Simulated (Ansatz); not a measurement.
# F2H4OSi2: molecular dynamics

Aim: follow the molecule's vibrations and see whether its bonds hold. The start is relaxed first. Runs: 500 steps of 0.5 fs at constant energy, with velocities drawn for 300 K. SMILES of the start: O[Si](F)(F)[SiH3].

All numbers below are computed with Ansatz 0.2.0 (RKS PBE/6-31G).

### Step 1. The system as given

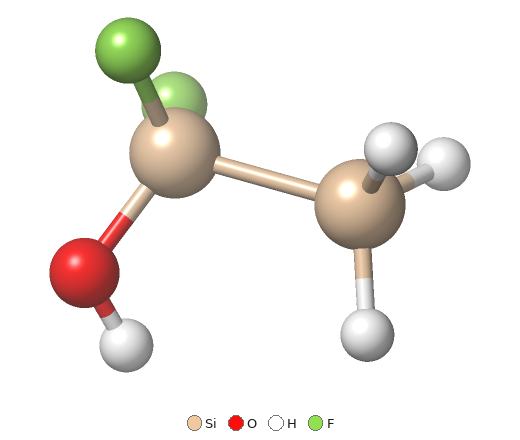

Start, viewed from a chosen angle; silicon light orange, oxygen red, hydrogen white, fluorine green.

As a file:

```xyz
9

Si    0.0000    0.0000    0.0000
O     0.0000    0.0000    1.6800
H    -0.9095   -0.2814    2.0171
F     1.4994    0.0000   -0.5295
F    -0.7489    1.2974   -0.5295
Si   -1.0456   -1.8115   -0.7393
H    -1.7029   -2.4846    0.3772
H    -2.0454   -1.4265   -1.7311
H    -0.0777   -2.7173   -1.3511
```

### Step 2. Relaxing the start

File input.yaml:

```yaml
crystal:
  periodic: [false, false, false]
  atoms:
    - { symbol: Si, position_ang: [0.0, 0.0, 0.0] }
    - { symbol: O, position_ang: [0.0, 0.0, 1.68] }
    - { symbol: H, position_ang: [-0.9095, -0.2814, 2.0171] }
    - { symbol: F, position_ang: [1.4994, 0.0, -0.5295] }
    - { symbol: F, position_ang: [-0.7489, 1.2974, -0.5295] }
    - { symbol: Si, position_ang: [-1.0456, -1.8115, -0.7393] }
    - { symbol: H, position_ang: [-1.7029, -2.4846, 0.3772] }
    - { symbol: H, position_ang: [-2.0454, -1.4265, -1.7311] }
    - { symbol: H, position_ang: [-0.0777, -2.7173, -1.3511] }
basis:
  gaussian: { orbitals: "6-31G" }
hamiltonian:
  xc: pbe
relax:
  f_tol: 0.02
  max_steps: 40
output:
  orbitals: {}
```

Launch:

```
ansatz run input.yaml --threads 1 --pin off --max-ram 2048MiB --backend cpu --events-out ev --progress --plain --runs-dir out
```

Standard output, shortened:

```text
Warning: RAYON_NUM_THREADS=1 ignored (pool sized by the plan → 1); use --threads N
[...]
Functional definition: PBE
[...]
711 factors; integrals over basis functions are off by at most 1.7e-4 eV
[...]
mean field -23283.89510410 eV, -855.6673626846 hartree, gradient 2.1e-5 eV, S^2 0.000000; 0 other end points of the search recorded, 0 dependent functions left out
[...]
reference -23283.89514417 eV, -855.6673641571 hartree; 29, 29 occupied and 32, 32 virtual orbitals, 711 factors
relax step   1: F+E_penalty+E_count = -23283.89510410 eV  Δ(F+E_penalty+E_count) = +0.000e0 eV  max|allowed force component| = 3.647e0 eV/Å  Δτ_max = 0.0000 Å  (25 SCF iters, accepted)
[...]
relax step   3: F+E_penalty+E_count = -23284.67454308 eV  Δ(F+E_penalty+E_count) = -1.810e-1 eV  max|allowed force component| = 3.947e-1 eV/Å  Δτ_max = 0.0951 Å  (28 SCF iters, accepted)
[...]
relax step   5: F+E_penalty+E_count = -23284.70545516 eV  Δ(F+E_penalty+E_count) = -7.077e-3 eV  max|allowed force component| = 1.369e-1 eV/Å  Δτ_max = 0.1315 Å  (27 SCF iters, accepted)
[...]
relax step   7: F+E_penalty+E_count = -23284.72536614 eV  Δ(F+E_penalty+E_count) = -1.301e-2 eV  max|allowed force component| = 1.880e-1 eV/Å  Δτ_max = 0.0564 Å  (28 SCF iters, accepted)
[...]
relax step   9: F+E_penalty+E_count = -23284.75656148 eV  Δ(F+E_penalty+E_count) = -8.285e-3 eV  max|allowed force component| = 4.145e-1 eV/Å  Δτ_max = 0.0498 Å  (27 SCF iters, accepted)
[...]
relax step  10: F+E_penalty+E_count = -23284.78022680 eV  Δ(F+E_penalty+E_count) = -2.367e-2 eV  max|allowed force component| = 2.898e-1 eV/Å  Δτ_max = 0.1676 Å  (28 SCF iters, accepted)
[...]
relax step  11: F+E_penalty+E_count = -23284.78945845 eV  Δ(F+E_penalty+E_count) = -9.232e-3 eV  max|allowed force component| = 1.775e-1 eV/Å  Δτ_max = 0.0462 Å  (27 SCF iters, accepted)
[...]
711 factors; integrals over basis functions are off by at most 1.7e-4 eV
```

### Step 3. The log goes on: start relaxed

Output, continued, shortened:

```text
mean field -23284.77923624 eV, -855.6998539416 hartree, gradient 1.6e-5 eV, S^2 0.000000; 0 other end points of the search recorded, 0 dependent functions left out
[...]
reference -23284.77927739 eV, -855.6998554538 hartree; 29, 29 occupied and 32, 32 virtual orbitals, 711 factors
relax step  12: F+E_penalty+E_count = -23284.77923624 eV  Δ(F+E_penalty+E_count) = +1.022e-2 eV  max|allowed force component| = 1.526e0 eV/Å  Δτ_max = 0.1922 Å  (29 SCF iters, rejected (line search))
[...]
relax step  18: F+E_penalty+E_count = -23284.91957354 eV  Δ(F+E_penalty+E_count) = -7.295e-4 eV  max|allowed force component| = 4.529e-2 eV/Å  Δτ_max = 0.0140 Å  (27 SCF iters, accepted)
[...]
relax step  19: F+E_penalty+E_count = -23284.91963327 eV  Δ(F+E_penalty+E_count) = -5.973e-5 eV  max|allowed force component| = 9.862e-3 eV/Å  Δτ_max = 0.0076 Å  (22 SCF iters, accepted)
[...]
Total energy: -23284.91967432 eV, -855.7050149459 hartree
Atom 0 at    -0.243923    -0.049015     0.077414 Å, force     0.002049    -0.004867     0.002921 eV/Å
Atom 1 at    -0.020903    -0.386095     1.739397 Å, force     0.001576     0.007019    -0.007943 eV/Å
Atom 2 at     0.343892     0.252490     2.388781 Å, force    -0.001912    -0.002054    -0.007510 eV/Å
Atom 3 at     1.237203     0.449584    -0.613498 Å, force    -0.009862    -0.005171     0.006810 eV/Å
Atom 4 at    -1.224927     1.338095    -0.102300 Å, force     0.002334    -0.004397     0.002782 eV/Å
Atom 5 at    -1.143021    -1.963617    -0.922085 Å, force     0.002529     0.000914     0.000266 eV/Å
Atom 6 at    -2.454408    -2.277873    -0.248004 Å, force     0.002243     0.003884    -0.000160 eV/Å
Atom 7 at    -1.358638    -1.690888    -2.389945 Å, force     0.001793     0.001048     0.003340 eV/Å
Atom 8 at    -0.165876    -3.096581    -0.735961 Å, force    -0.000752     0.003622    -0.000505 eV/Å
Dipole moment:    -0.086739    -0.323980     0.146846 e Å
```

Run time: 53 s. Hardware: 1 thread of Intel Xeon at 2.60GHz (Ice Lake), shared host; peak memory 0.15 GiB.

Step by step:

```csv
step,energy from step 1 (eV),largest force component (eV/Å)
1,0.0000,3.6474
2,-0.5984,1.8832
3,-0.7794,0.3947
4,-0.8033,0.1793
5,-0.8104,0.1369
6,-0.8173,0.3023
7,-0.8303,0.1880
8,-0.8532,0.5089
9,-0.8615,0.4145
10,-0.8851,0.2898
11,-0.8944,0.1775
12x,-0.8841,1.5264
13,-0.9131,0.3357
14,-0.9303,0.7551
15,-0.9781,0.2940
16,-1.0181,0.2100
17,-1.0237,0.1433
18,-1.0245,0.0453
19,-1.0245,0.0099
```

Step 1 is the start. 1 step was tried and not accepted (12; marked x where the table lists them).

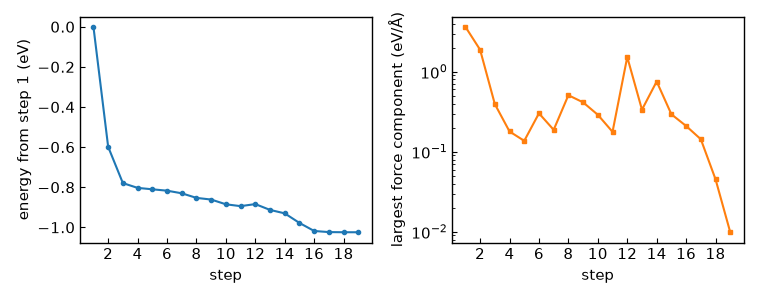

Energy and largest force along the relaxation.

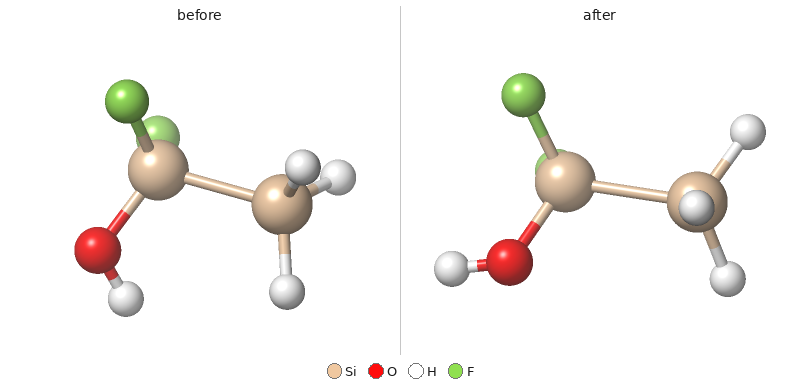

The structure before (left) and after (right), drawn at the same scale.

After: Bond lengths: Si1–O2 1.710 Å, O2–H3 0.981 Å, Si1–F4 1.709 Å, Si1–F5 1.708 Å, Si1–Si6 2.339 Å, Si6–H7 1.508 Å, Si6–H8 1.508 Å, Si6–H9 1.508 Å. Angles: Si1–O2–H3 124.3°, O2–Si1–F4 109.7°, O2–Si1–F5 109.7°, O2–Si1–Si6 107.7°, F4–Si1–F5 102.6°, F4–Si1–Si6 113.5°, F5–Si1–Si6 113.5°, Si1–Si6–H7 108.3°, Si1–Si6–H8 108.8°, Si1–Si6–H9 108.3°, H7–Si6–H8 110.4°, H7–Si6–H9 110.6°, H8–Si6–H9 110.4°.

### Step 4. The run

500 steps of 0.5 fs at constant energy, with velocities drawn for 300 K, from the relaxed start. H is given a mass of 2.014 u.

File input.yaml:

```yaml
crystal:
  periodic: [false, false, false]
  atoms:
    - { symbol: Si, position_ang: [-0.243923, -0.049015, 0.077414] }
    - { symbol: O, position_ang: [-0.020903, -0.386095, 1.739397] }
    - { symbol: H, position_ang: [0.343892, 0.25249, 2.388781] }
    - { symbol: F, position_ang: [1.237203, 0.449584, -0.613498] }
    - { symbol: F, position_ang: [-1.224927, 1.338095, -0.1023] }
    - { symbol: Si, position_ang: [-1.143021, -1.963617, -0.922085] }
    - { symbol: H, position_ang: [-2.454408, -2.277873, -0.248004] }
    - { symbol: H, position_ang: [-1.358638, -1.690888, -2.389945] }
    - { symbol: H, position_ang: [-0.165876, -3.096581, -0.735961] }
basis:
  gaussian: { orbitals: "6-31G" }
hamiltonian:
  xc: pbe
md:
  timestep: 0.5
  n_steps: 500
  ensemble: nve
  temperature: 300.0
  initial_velocities: maxwell_boltzmann
  seed: 599837
  masses: [{ species: H, mass: 2.014 }]
```

Launch:

```
ansatz run input.yaml --threads 1 --pin off --max-ram 2048MiB --backend cpu --events-out ev --progress --plain --runs-dir out
```

Standard output, shortened:

```text
Warning: RAYON_NUM_THREADS=1 ignored (pool sized by the plan → 1); use --threads N
[...]
[... 1 set-up line as earlier in the session ...]
[...]
707 factors; integrals over basis functions are off by at most 1.7e-4 eV
[...]
mean field -23284.91952031 eV, -855.7050092859 hartree, gradient 4.9e-5 eV, S^2 0.000000; 0 other end points of the search recorded, 0 dependent functions left out
[...]
reference -23284.91956098 eV, -855.7050107808 hartree; 29, 29 occupied and 32, 32 virtual orbitals, 707 factors
md step     0: t =     0.00 fs  T =   300.0 K  F+E_penalty+E_count = -23284.91952031 eV  E_kin = 0.271446 eV  conserved = -23284.64807431 eV  (25 SCF iters)
[...]
md step    20: t =    10.00 fs  T =   160.6 K  F+E_penalty+E_count = -23284.79321160 eV  E_kin = 0.145297 eV  conserved = -23284.64791419 eV  (22 SCF iters)
[...]
md step    40: t =    20.00 fs  T =    95.5 K  F+E_penalty+E_count = -23284.73437845 eV  E_kin = 0.086405 eV  conserved = -23284.64797295 eV  (22 SCF iters)
[...]
md step    60: t =    30.00 fs  T =    92.1 K  F+E_penalty+E_count = -23284.73131068 eV  E_kin = 0.083378 eV  conserved = -23284.64793284 eV  (22 SCF iters)
[...]
md step    80: t =    40.00 fs  T =   189.6 K  F+E_penalty+E_count = -23284.81952975 eV  E_kin = 0.171590 eV  conserved = -23284.64793935 eV  (22 SCF iters)
md step    81: t =    40.50 fs  T =   194.0 K  F+E_penalty+E_count = -23284.82347304 eV  E_kin = 0.175533 eV  conserved = -23284.64794002 eV  (22 SCF iters)
```

### Step 5. The output, continued: dynamics from the start

Output, continued, shortened:

```text
md step    82: t =    41.00 fs  T =   198.2 K  F+E_penalty+E_count = -23284.82724190 eV  E_kin = 0.179291 eV  conserved = -23284.64795107 eV  (22 SCF iters)
[...]
md step   108: t =    54.00 fs  T =   155.8 K  F+E_penalty+E_count = -23284.78891208 eV  E_kin = 0.140980 eV  conserved = -23284.64793240 eV  (22 SCF iters)
[...]
md step   134: t =    67.00 fs  T =   136.5 K  F+E_penalty+E_count = -23284.77138730 eV  E_kin = 0.123482 eV  conserved = -23284.64790565 eV  (23 SCF iters)
[...]
md step   160: t =    80.00 fs  T =   191.5 K  F+E_penalty+E_count = -23284.82123029 eV  E_kin = 0.173318 eV  conserved = -23284.64791277 eV  (22 SCF iters)
[...]
md step   184: t =    92.00 fs  T =   129.9 K  F+E_penalty+E_count = -23284.76545015 eV  E_kin = 0.117566 eV  conserved = -23284.64788416 eV  (21 SCF iters)
md step   185: t =    92.50 fs  T =   126.7 K  F+E_penalty+E_count = -23284.76255786 eV  E_kin = 0.114644 eV  conserved = -23284.64791386 eV  (21 SCF iters)
```

### Step 6. The output, continued: dynamics from the start

Output, continued, shortened:

```text
md step   186: t =    93.00 fs  T =   123.8 K  F+E_penalty+E_count = -23284.75998004 eV  E_kin = 0.112037 eV  conserved = -23284.64794345 eV  (22 SCF iters)
[...]
md step   207: t =   103.50 fs  T =    66.5 K  F+E_penalty+E_count = -23284.70804422 eV  E_kin = 0.060176 eV  conserved = -23284.64786794 eV  (22 SCF iters)
[...]
md step   228: t =   114.00 fs  T =   148.0 K  F+E_penalty+E_count = -23284.78180639 eV  E_kin = 0.133872 eV  conserved = -23284.64793450 eV  (22 SCF iters)
[...]
md step   249: t =   124.50 fs  T =   239.4 K  F+E_penalty+E_count = -23284.86457829 eV  E_kin = 0.216589 eV  conserved = -23284.64798893 eV  (22 SCF iters)
[...]
md step   499: t =   249.50 fs  T =   179.6 K  F+E_penalty+E_count = -23284.81037322 eV  E_kin = 0.162468 eV  conserved = -23284.64790515 eV  (21 SCF iters)
[...]
Total energy: -23284.81012561 eV, -855.7009891050 hartree
Atom 0 at    -0.244447    -0.066229     0.054073 Å, force    -0.315336     1.011326     0.312662 eV/Å
Atom 1 at     0.025741    -0.377334     1.742337 Å, force    -0.244158     0.390213    -0.304492 eV/Å
Atom 2 at     0.140927     0.426391     2.311693 Å, force     0.069290    -0.301402     0.047627 eV/Å
Atom 3 at     1.259146     0.450585    -0.595278 Å, force    -0.294638    -0.067953    -0.080390 eV/Å
Atom 4 at    -1.247556     1.383791    -0.054618 Å, force     0.710676    -1.072946     0.006283 eV/Å
Atom 5 at    -1.154168    -1.982783    -0.944068 Å, force     0.399650    -0.659496     0.615111 eV/Å
Atom 6 at    -2.436267    -2.343412    -0.224357 Å, force     0.053381     0.132760    -0.056675 eV/Å
Atom 7 at    -1.395077    -1.766805    -2.394177 Å, force    -0.021691     0.076541    -0.355068 eV/Å
Atom 8 at    -0.145925    -3.131819    -0.691264 Å, force    -0.357175     0.490958    -0.185059 eV/Å
Dipole moment:    -0.226156    -0.333939     0.016763 e Å
```

Run time: 18 min. Hardware: 1 thread of Intel Xeon at 2.60GHz (Ice Lake), shared host; peak memory 0.12 GiB.

### Step 7. The trajectory

One step in 20; energies are changes from step 0:

```csv
time (fs),T (K),potential energy change (meV/atom),total energy change (meV/atom)
0.0,300,0.0,0.00
10.0,161,14.0,0.02
20.0,95,20.6,0.01
30.0,92,20.9,0.02
40.0,190,11.1,0.02
50.0,160,14.1,0.01
60.0,145,15.6,0.02
70.0,128,17.3,0.02
80.0,192,10.9,0.02
90.0,154,14.7,0.02
100.0,65,23.6,0.02
110.0,98,20.3,0.02
120.0,214,8.6,0.01
130.0,202,9.9,0.01
140.0,126,17.5,0.02
150.0,105,19.6,0.01
160.0,153,14.8,0.02
170.0,186,11.5,0.01
180.0,157,14.4,0.01
190.0,119,18.2,0.02
200.0,193,10.8,0.01
210.0,208,9.3,0.02
220.0,121,18.0,0.01
230.0,49,25.2,0.02
240.0,166,13.5,0.02
250.0,179,12.2,0.02
```

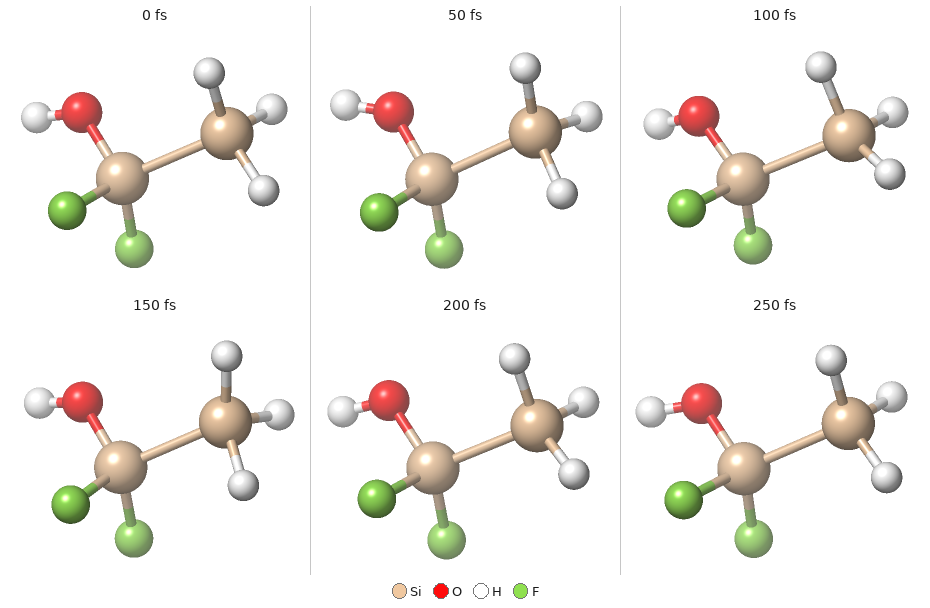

Six frames of the run, seen from a chosen angle. Sticks join atoms within a bonding distance in each frame.

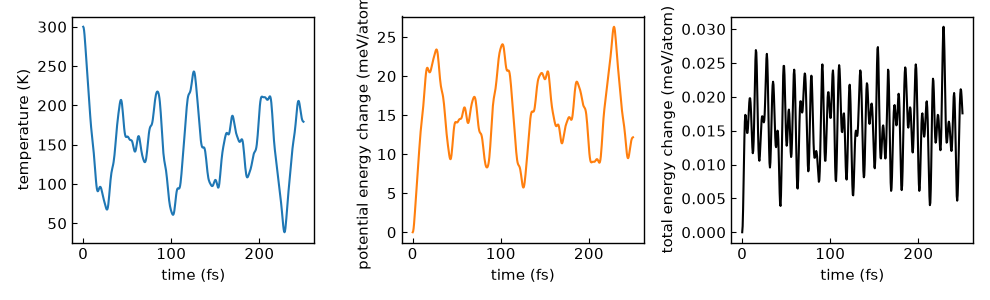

Time series of the run, each on its own scale.

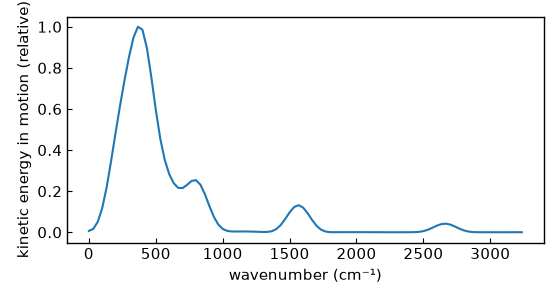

Power spectrum of the mass-weighted velocities; a run of 250 fs resolves no finer than about 270 cm⁻¹.

Maxima of the velocity power spectrum (cm⁻¹, relative height; resolution about 270 cm⁻¹): 370 (100), 800 (25), 1570 (13).

### Step 8. Positions and forces

Extended XYZ, with forces in eV/Å:

```xyz
9
time_fs=31.0 T=105 dE=0.1767
Si   -0.262   -0.069    0.125    1.416    0.603   -0.419
O     0.013   -0.448    1.787   -0.351    0.099   -0.622
H     0.058    0.176    2.538    0.113    0.145   -0.041
F     1.195    0.480   -0.661   -0.445   -0.429    0.593
F    -1.177    1.326   -0.194   -0.454    0.200    0.417
Si   -1.124   -1.916   -0.924   -0.555   -0.731    0.111
H    -2.358   -2.248   -0.103    0.027   -0.023   -0.146
H    -1.523   -1.755   -2.378    0.167    0.170    0.180
H    -0.154   -3.052   -0.742    0.082   -0.034   -0.075
9
time_fs=62.5 T=161 dE=0.1261
Si   -0.221   -0.033    0.059    0.064   -0.428    0.021
O    -0.070   -0.395    1.717    0.210    0.126    0.325
H     0.237    0.230    2.408    0.016   -0.013   -0.002
F     1.287    0.465   -0.624   -0.535   -0.121    0.208
F    -1.236    1.329   -0.104    0.094    0.091   -0.122
Si   -1.159   -1.987   -0.875    0.540    0.439   -0.436
H    -2.450   -2.422   -0.246    0.014    0.027    0.146
H    -1.387   -1.440   -2.253   -0.268   -0.183   -0.343
H    -0.111   -3.073   -1.012   -0.135    0.062    0.203
9
time_fs=94.0 T=117 dE=0.1655
Si   -0.226   -0.050    0.049   -1.292   -0.143   -0.062
O    -0.057   -0.301    1.714    0.193   -0.384    0.485
H     0.476    0.299    2.277   -0.053   -0.027    0.093
F     1.259    0.420   -0.541    1.051    0.444   -0.576
F    -1.239    1.323   -0.052    0.060    0.058   -0.333
Si   -1.146   -1.970   -0.970   -0.329   -0.025    0.453
H    -2.243   -2.304    0.022   -0.093    0.002   -0.180
H    -1.716   -1.881   -2.383    0.272    0.167    0.313
H    -0.137   -3.064   -0.792    0.191   -0.092   -0.193
9
time_fs=125.0 T=242 dE=0.0526
Si   -0.260   -0.051    0.078   -0.238    0.483    0.051
O     0.004   -0.369    1.757   -0.077    0.220   -0.248
H     0.489    0.294    2.303   -0.084   -0.136    0.017
F     1.260    0.430   -0.553   -0.165    0.004   -0.077
F    -1.245    1.370   -0.143    0.481   -0.683    0.149
Si   -1.156   -1.981   -0.934    0.406   -0.097    0.193
H    -2.355   -2.425   -0.133    0.099   -0.070    0.020
H    -1.572   -1.673   -2.335   -0.064    0.128   -0.218
H    -0.011   -2.996   -0.982   -0.358    0.150    0.113
9
time_fs=156.0 T=118 dE=0.1645
Si   -0.273   -0.053    0.113    0.992    0.214   -0.043
O    -0.002   -0.394    1.749   -0.312   -0.277   -0.042
H     0.386    0.078    2.501    0.147    0.353    0.036
F     1.217    0.451   -0.619   -0.468   -0.332    0.267
F    -1.198    1.333   -0.205   -0.297    0.158    0.230
Si   -1.136   -1.950   -0.881   -0.492    0.329   -0.949
H    -2.375   -2.583   -0.308   -0.017    0.210    0.202
H    -1.462   -1.365   -2.270    0.027   -0.373    0.300
H    -0.091   -2.989   -1.024    0.421   -0.282   -0.003
9
time_fs=187.5 T=111 dE=0.1714
Si   -0.239   -0.050    0.118    0.459   -0.800   -0.565
O    -0.059   -0.395    1.809    0.209    0.517   -0.481
H     0.340    0.316    2.371   -0.087   -0.230    0.110
F     1.213    0.427   -0.659    0.080    0.050    0.380
F    -1.208    1.298   -0.138   -0.478    0.743    0.132
Si   -1.127   -1.924   -0.961    0.463   -0.610    1.184
H    -2.242   -2.214    0.021   -0.165   -0.230   -0.272
H    -1.587   -1.764   -2.360   -0.102    0.214   -0.351
H    -0.071   -3.040   -0.828   -0.377    0.345   -0.138
9
time_fs=219.0 T=130 dE=0.1537
Si   -0.215   -0.037    0.032   -0.815   -0.273    0.323
O    -0.047   -0.302    1.680    0.160   -0.601    0.740
H     0.160    0.322    2.398    0.068    0.161    0.016
F     1.286    0.419   -0.596    0.230    0.237   -0.386
F    -1.254    1.323   -0.003    0.146    0.082   -0.513
Si   -1.151   -2.001   -0.909   -0.267    1.028   -0.823
H    -2.463   -2.376   -0.279    0.045    0.030    0.193
H    -1.442   -1.571   -2.359    0.064   -0.243    0.344
H    -0.160   -3.093   -0.927    0.370   -0.420    0.107
9
time_fs=250.0 T=179 dE=0.1094
Si   -0.244   -0.066    0.054   -0.315    1.011    0.313
O     0.026   -0.377    1.742   -0.244    0.390   -0.304
H     0.141    0.426    2.312    0.069   -0.301    0.048
F     1.259    0.451   -0.595   -0.295   -0.068   -0.080
F    -1.248    1.384   -0.055    0.711   -1.073    0.006
Si   -1.154   -1.983   -0.944    0.400   -0.659    0.615
H    -2.436   -2.343   -0.224    0.053    0.133   -0.057
H    -1.395   -1.767   -2.394   -0.022    0.076   -0.355
H    -0.146   -3.132   -0.691   -0.357    0.491   -0.185
```

### Step 9. What came out

```
                          quantity                         value
           relaxation of the start      17 moves, 1.025 eV lower
                            length           500 steps of 0.5 fs
  temperature, first and last step                 300 and 179 K
          temperature, second half  mean 149 K, from 39 to 243 K
     potential energy, second half   +15 meV/atom from the start
largest change of the total energy                 0.03 meV/atom
            bonds formed or broken                             0
```

In words: The temperature starts at 300 K and averages 149 K in the second half, where it ranges from 39 to 243 K; a mean near half the start is what vibrations about a minimum give, since they share energy equally between motion and strain. The total energy strays from its start by at most 0.03 meV/atom, 0.2 % of the mean kinetic energy, so a step of 0.5 fs is short enough over this time. No bond forms or breaks. A run of 250 fs with 9 atoms shows the motion but fixes no equilibrium value. The nuclei move classically, without zero-point motion, which matters most for hydrogen. In so small a basis the energies are only a sketch.
